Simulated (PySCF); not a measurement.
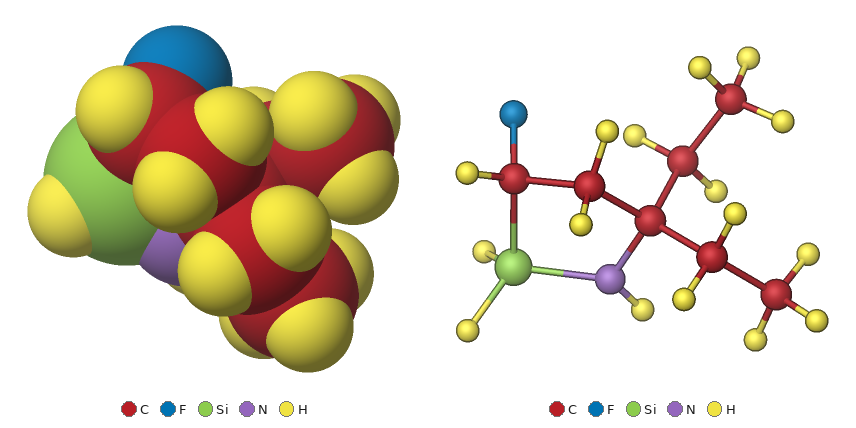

Two views of one molecule.

Computed geometry: PBE0-D3(BJ)/def2-SVP optimisation. No frequency run is at hand to confirm it as a minimum.

> Which formula does it have?

C₇H₁₆FNSi, 26 atoms: 7 carbon, 16 hydrogen, 1 fluorine, 1 nitrogen and 1 silicon.

> Name functional groups in it.

Among them: C–F bond, Si–H bond, Si–N bond.

> Does it have rings?

Independent rings (smallest set): 1 of 5 members.

> Give the symmetry (Schoenflies symbol).

C1.

More results for the same structure follow; atom numbers are the same in all pictures, views and colours differ.

Quadrupole coupling

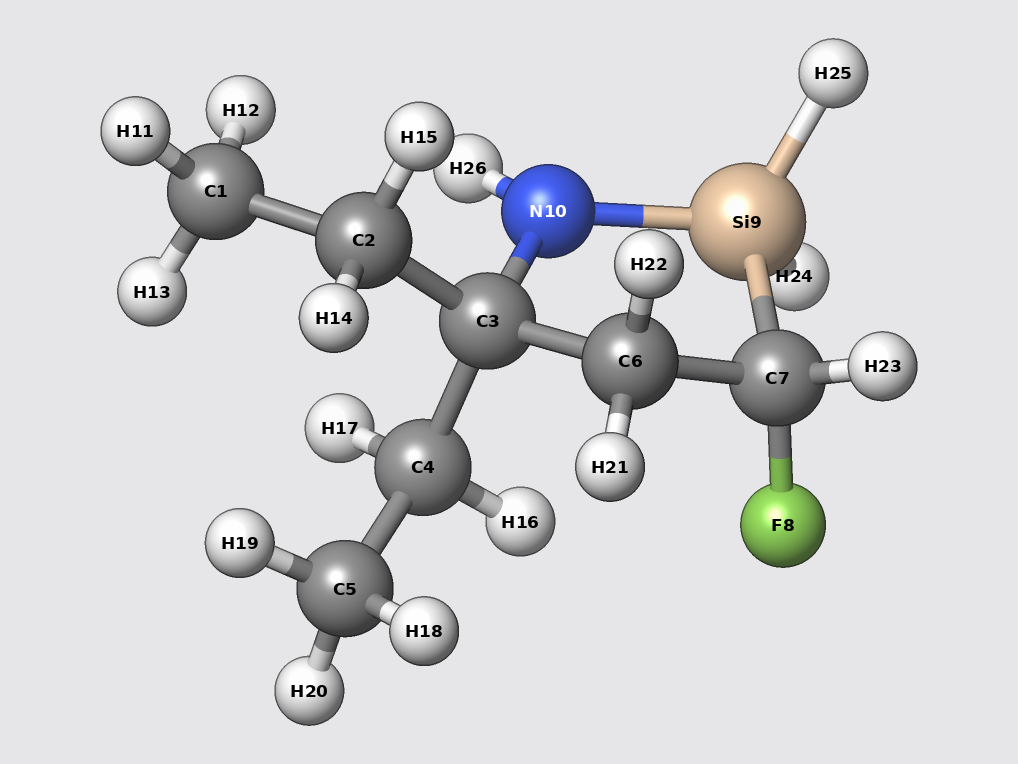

No frequency run is at hand to confirm it as a minimum. Electric field gradients from the ground-state density, PBE0/pcSseg-1 (PySCF 2.14.0), non-relativistic apart from any core potentials.

Give the largest field-gradient component, the quadrupole coupling constant and the asymmetry for 14N at N10 (Q = 20.44 mb), 2H at H11 (Q = 2.86 mb), 2H at H12 (Q = 2.86 mb), 2H at H13 (Q = 2.86 mb), 2H at H14 (Q = 2.86 mb).

```
atom  V_zz (a.u.)  e²qQ/h (MHz)     η
 N10       −1.066         −5.12  0.32
 H11        0.293         0.197  0.02
 H12        0.292         0.196  0.02
 H13        0.292         0.196  0.02
 H14        0.284         0.191  0.03
```

Electronic properties

No frequency run is at hand to confirm it as a minimum. Level of theory: PBE0/pcSseg-1, gas phase (PySCF 2.14.0).

Computed properties:

- dipole moment: 1.72 D
- HOMO energy (Kohn–Sham orbital): −6.65 eV
- LUMO energy (Kohn–Sham orbital): 0.66 eV
- HOMO–LUMO gap: 7.31 eV

Charges

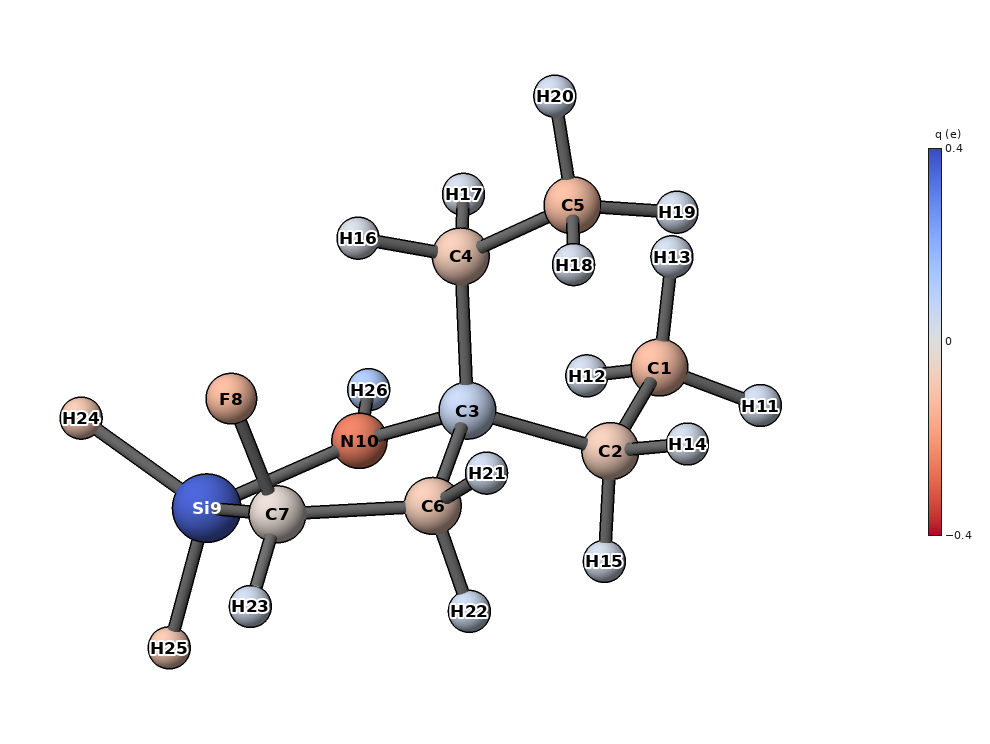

Atoms are coloured by their Hirshfeld charges. No frequency run is at hand to confirm it as a minimum. Level of theory: PBE0/pcSseg-1 in tetrahydrofuran (IEF-PCM) (PySCF 2.14.0).

List the Hirshfeld charges.

```json
{"atom": "C1", "value (e)": "−0.12"}
{"atom": "C2", "value (e)": "−0.07"}
{"atom": "C3", "value (e)": "0.06"}
{"atom": "C4", "value (e)": "−0.08"}
{"atom": "C5", "value (e)": "−0.12"}
{"atom": "C6", "value (e)": "−0.08"}
{"atom": "C7", "value (e)": "−0.02"}
{"atom": "F8", "value (e)": "−0.13"}
{"atom": "Si9", "value (e)": "0.35"}
{"atom": "N10", "value (e)": "−0.24"}
{"atom": "H11", "value (e)": "0.04"}
{"atom": "H12", "value (e)": "0.04"}
{"atom": "H13", "value (e)": "0.04"}
{"atom": "H14", "value (e)": "0.04"}
{"atom": "H15", "value (e)": "0.03"}
{"atom": "H16", "value (e)": "0.02"}
{"atom": "H17", "value (e)": "0.03"}
{"atom": "H18", "value (e)": "0.04"}
{"atom": "H19", "value (e)": "0.04"}
{"atom": "H20", "value (e)": "0.04"}
{"atom": "H21", "value (e)": "0.04"}
{"atom": "H22", "value (e)": "0.05"}
{"atom": "H23", "value (e)": "0.05"}
{"atom": "H24", "value (e)": "−0.09"}
{"atom": "H25", "value (e)": "−0.09"}
{"atom": "H26", "value (e)": "0.12"}
```
